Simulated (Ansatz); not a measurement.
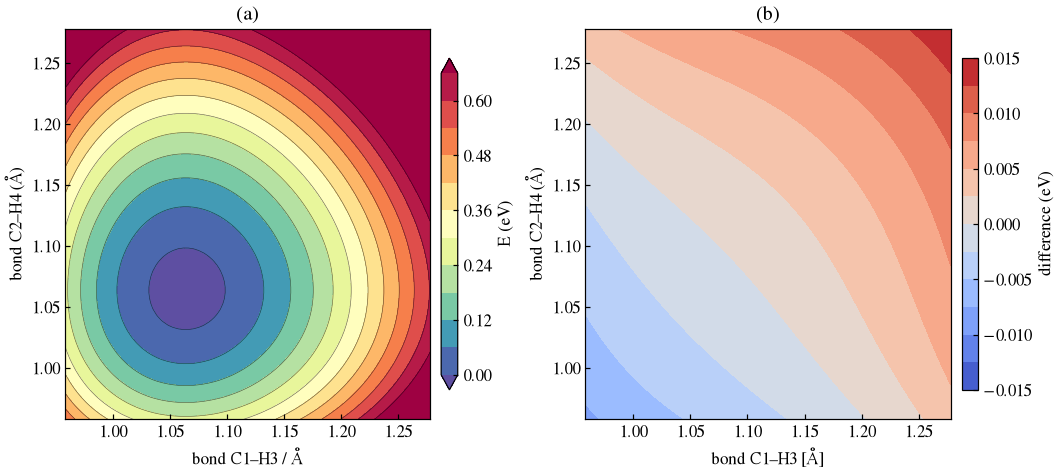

C₂H₂, SMILES C#C. Two internal coordinates are moved rigidly from the geometry relaxed at PBE0-D4/def2-TZVP, all others fixed. Coordinates scanned: (1) bond C1–H3; (2) bond C2–H4. The grid has 7 × 7 points. Points are written as (first, second). All energies are given in eV relative to each map's own lowest point. These are results of RHF-CCSD(T), frozen core/def2-TZVPP (Ansatz 0.2.0), not measurements.

Panel (a): RHF-CCSD(T), frozen core/def2-TZVPP in Ansatz 0.2.0. Panel (b): the map at RKS r2SCAN-D4/def2-TZVPP in Ansatz less the map of (a), each from its own lowest point.

How does the change of method alter the landscape?

The difference runs from −0.008 eV at (0.958 Å, 0.958 Å) to 0.014 eV at (1.278 Å, 1.278 Å). The interpolated minimum moves from 1.0639 to 1.0632 Å in bond C1–H3 and 1.0639 to 1.0632 Å in bond C2–H4.
